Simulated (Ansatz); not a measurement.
# CH3BFNO: trial inputs and their diagnosis

Aim: try 3 inputs for CH3BFNO as typed, read how each ends, and find what has to change.

Method: the settings change from run to run; program: Ansatz 0.2.0, Gaussian basis.

### Step 1. The geometry

The geometry comes from an earlier relaxation with PBE0-D4 in a triple-zeta def2 set; it is a stationary point, not always the lowest conformer.

8 atoms, charge 0, spin multiplicity 1.

Atoms are counted from 1 here; the program's logs count them from 0.

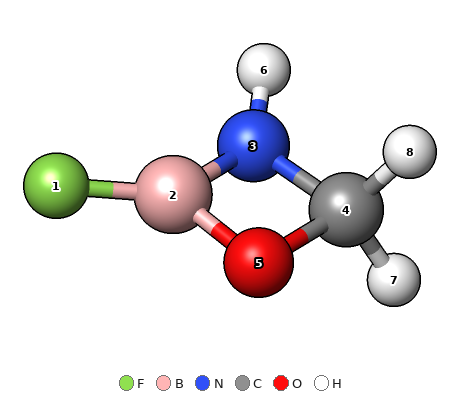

The geometry (fluorine green, boron pink, nitrogen blue, carbon grey, oxygen red, hydrogen white); atoms are numbered from 1 in the order of the file.

Geometry (Å):

```xyz
8
charge 0, multiplicity 1
F     1.5700   -0.0451    1.8277
B     0.7482   -0.1129    0.8046
N    -0.4833    0.4917    0.4633
C    -0.3464   -0.2454   -0.7808
O     0.8613   -0.8925   -0.3370
H    -0.9642    1.3594    0.6005
H    -1.1347   -0.9797   -0.9670
H    -0.1588    0.3673   -1.6670
```

### Step 2. Attempt 1

Input file in.yaml:

```yaml
crystal:
  periodic: [false, false, false]
  atoms:
    - {symbol: F, position_ang: [1.570023, -0.045085, 1.827675]}
    - {symbol: B, position_ang: [0.748199, -0.112883, 0.804567]}
    - {symbol: N, position_ang: [-0.483324, 0.491654, 0.463282]}
    - {symbol: C, position_ang: [-0.346424, -0.245377, -0.780818]}
    - {symbol: O, position_ang: [0.861332, -0.892549, -0.336951]}
    - {symbol: H, position_ang: [-0.964209, 1.359425, 0.600501]}
    - {symbol: H, position_ang: [-1.134685, -0.979653, -0.966977]}
    - {symbol: H, position_ang: [-0.158811, 0.367267, -1.666979]}
basis:
  gaussian: {orbitals: def2-TZVPP}
magnetization: {spin_polarized: true, initial_magnetization: 3}
hamiltonian: {xc: {name: r2SCANh}, dispersion: d3bj}
output: {forces: true}
```

On the command line:

```console
> ansatz run in.yaml --threads 2 --pin off --events-out ev --progress --plain --max-ram 4352MiB
```

Output:

```text
Error: a molecule whose nuclei and cores have a total charge of 38 cannot have a net charge of 0 together with 3 unpaired electrons
```

Run time: 0.05 s. Hardware: 2 threads of AMD EPYC 9R45, shared host.

What is wrong: The program refused the input. The number of unpaired electrons doesn't fit the electron count. To mend it, make charge and initial_magnetization agree: an even electron count takes an even number of unpaired electrons.

### Step 3. Attempt 2

Input file in.yaml:

```yaml
crystal:
  periodic: [false, false, false]
  atoms:
    - {symbol: F, position_ang: [1.600041, 0.016847, 1.809998]}
    - {symbol: B, position_ang: [0.769169, -0.165059, 0.717412]}
    - {symbol: N, position_ang: [-0.358013, 0.358753, 0.491062]}
    - {symbol: C, position_ang: [-0.335632, -0.107351, -0.855450]}
    - {symbol: O, position_ang: [0.786635, -0.837764, -0.193111]}
    - {symbol: H, position_ang: [-0.810623, 1.331081, 0.639959]}
    - {symbol: H, position_ang: [-1.170400, -1.015123, -0.824859]}
    - {symbol: H, position_ang: [-0.070363, 0.382645, -1.578943]}
basis:
  gaussian: {orbitals: def2-TZVPP}
hamiltonian: {xc: {name: rPW86-PBE}, dispersion: rvv10}
relax: {f_tol: 0.0001, max_steps: 3}
```

The command is unchanged.

Output:

```text
Functional definition: rPW86-PBE+rVV10
  name "rPW86-PBE+rVV10"
  cite "Murray, Lee & Langreth, J. Chem. Theory Comput. 5, 2754 (2009) doi:10.1021/ct900365q"
  cite "Perdew, Burke & Ernzerhof, Phys. Rev. Lett. 77, 3865 (1996) doi:10.1103/PhysRevLett.77.3865"
  cite "Vydrov & Van Voorhis, J. Chem. Phys. 133, 244103 (2010) doi:10.1063/1.3521275"
  cite "Sabatini, Gorni & de Gironcoli, Phys. Rev. B 87, 041108(R) (2013) doi:10.1103/PhysRevB.87.041108"
  parent "pbe"
  exchange = rpw86_x
  correlation = pbe_c + rvv10(6.3, 0.0093)
988 factors; their error is unknown
mean field evaluation 1: about -8013.0592 eV, gradient 9.3e1 eV
mean field evaluation 2: about -7957.8439 eV, gradient 1.8e2 eV
mean field evaluation 4: about -8027.3539 eV, gradient 2.4e1 eV
mean field evaluation 8: about -8028.2999 eV, gradient 1.7e-1 eV
mean field evaluation 16: about -8028.2837 eV, gradient 1.2e-2 eV
mean field -8028.28368848 eV, -295.0339837853 hartree, gradient 3.1e-5 eV, S^2 0.000000; 0 other end points of the search recorded, 0 dependent functions left out
the calculation of the forces begins
reference -8028.28379079 eV, -295.0339875453 hartree; 19, 19 occupied and 178, 178 virtual orbitals, 988 factors
relax step   1: F+E_penalty+E_count = -8028.28368848 eV  Δ(F+E_penalty+E_count) = +0.000e0 eV  max|allowed force component| = 1.843e1 eV/Å  Δτ_max = 0.0000 Å  (31 SCF iters, accepted)
these checks for a lower state are left out or cut short: starts, cluster_reference, orbital_swaps, neighbouring_geometries, increment
988 factors; their error is unknown
mean field -8032.90353987 eV, -295.2037601925 hartree, gradient 1.2e-5 eV, S^2 0.000000; 0 other end points of the search recorded, 0 dependent functions left out
the calculation of the forces begins
reference -8032.90364179 eV, -295.2037639382 hartree; 19, 19 occupied and 178, 178 virtual orbitals, 988 factors
relax step   2: F+E_penalty+E_count = -8032.90353987 eV  Δ(F+E_penalty+E_count) = -4.620e0 eV  max|allowed force component| = 4.443e0 eV/Å  Δτ_max = 0.1448 Å  (38 SCF iters, accepted)
these checks for a lower state are left out or cut short: starts, cluster_reference, orbital_swaps, neighbouring_geometries, increment
988 factors; their error is unknown
mean field evaluation 32: about -8033.3982 eV, gradient 5.3e-1 eV
mean field -8033.39873895 eV, -295.2219584232 hartree, gradient 2.6e-5 eV, S^2 0.000000; 0 other end points of the search recorded, 0 dependent functions left out
the calculation of the forces begins
reference -8033.39884040 eV, -295.2219621513 hartree; 19, 19 occupied and 178, 178 virtual orbitals, 988 factors
relax step   3: F+E_penalty+E_count = -8033.39873895 eV  Δ(F+E_penalty+E_count) = -4.952e-1 eV  max|allowed force component| = 1.752e0 eV/Å  Δτ_max = 0.0576 Å  (32 SCF iters, accepted)
Error: geometry relaxation did not converge after 3 steps: max|allowed force component| = 1.75e0 eV/Å (threshold 1.0e-4). Raise `relax.max_steps` over both its present limit and 3, loosen `relax.f_tol`, or start from a geometry closer to equilibrium. Where this run's directory can be resumed (`checkpoint.write`), a resume goes on for up to `relax.max_steps` more
```

Wall time 8.5 s (2 threads of AMD EPYC 9R45, shared host).

What is wrong: The run did not converge. The relaxation is allowed too few steps for its threshold. The start was also shaken off the relaxed geometry, so there is far to go. Cure: raise relax.max_steps.

### Step 4. Attempt 3

Input file in.yaml:

```yaml
crystal:
  periodic: [false, false, false]
  atoms:
    - {symbol: F, position_ang: [3.051069, -0.107921, 4.229468]}
    - {symbol: B, position_ang: [1.702164, -0.584749, 1.765689]}
    - {symbol: N, position_ang: [-1.063855, 0.972237, 0.962486]}
    - {symbol: C, position_ang: [-0.688349, -0.851722, -1.454315]}
    - {symbol: O, position_ang: [1.943842, -1.748307, -0.620254]}
    - {symbol: H, position_ang: [-2.129043, 2.661840, 1.095039]}
    - {symbol: H, position_ang: [-2.549623, -2.260406, -2.240715]}
    - {symbol: H, position_ang: [-0.185441, 1.063313, -3.894075]}
basis:
  gaussian: {orbitals: def2-TZVPP, fitting: {mean_field: def2-universal-jkfit}, point_charges: [{charge: 2.00, position_ang: [3.922, 0.546, 0.025]}]}
hamiltonian: {xc: {name: HF}}
correlation: {method: mp2}
```

Launched as before.

Output (excerpt; [...] marks lines left out):

```text
Functional definition: HF
  name "HF"
  cite "Fock, Z. Phys. 61, 126 (1930) doi:10.1007/BF01340294"
  parent pbe
[...]
435 factors; integrals over basis functions are off by at most 1.6e0 eV
[...]
mean field -7938.72557810 eV, -291.7427839338 hartree, gradient 3.0e-6 eV, S^2 0.000000; 23 other end points of the search recorded, 0 dependent functions left out; unrestricted orbitals would lower it
[...]
unrestricted determinant -7953.93678828 eV, -292.3017855974 hartree, S^2 5.3135
5 core orbitals not correlated: weight in the atoms' cores, before any rotation towards them, 1.000 or more for the frozen orbitals, at most 0.000 for the correlated occupied ones
reference -7938.72557810 eV, -291.7427839338 hartree; 14, 14 occupied and 178, 178 virtual orbitals, 435 factors
second order -26.95337162 eV of doubles, -0.00000000 eV of singles
Total energy: -7965.67894972 eV, -292.7333020712 hartree
```

It took 14 s on 2 threads of AMD EPYC 9R45, shared host.

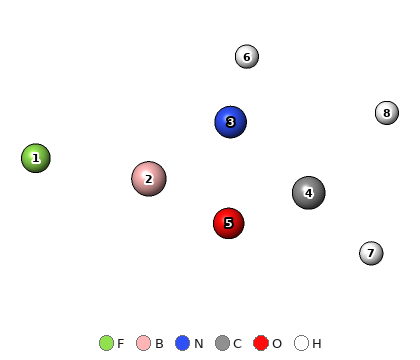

The geometry of this input.

What is wrong: The run converged, but a converged run isn't a right one. The geometry is stretched to more than twice its size. The shortest distance is 2.00 Å (N3–H6), against 1.00 Å in the relaxed molecule. Its coordinates are also moved off the relaxed structure. Its energy is no property of the relaxed molecule. Fix: use the relaxed coordinates, and remove the point charge.

### Step 5. How the tries ended

| attempt | level | ended | cause | time |
| --- | --- | --- | --- | --- |
| 1 | r2SCANh/def2-TZVPP | refused | the number of unpaired electrons doesn't fit the electron count | 0.05 s |
| 2 | rPW86-PBE/def2-TZVPP | not converged | the relaxation is allowed too few steps for its threshold | 8.5 s |
| 3 | MP2/def2-TZVPP | converged | the geometry is stretched to more than twice its size | 14 s |

**Reading.** 1 refused, 1 not converged, 1 converged. A refusal costs next to no computing time. The dangerous case is the input that converges on a wrong geometry, charge, spin, basis or grid: often only a look at the input shows it.
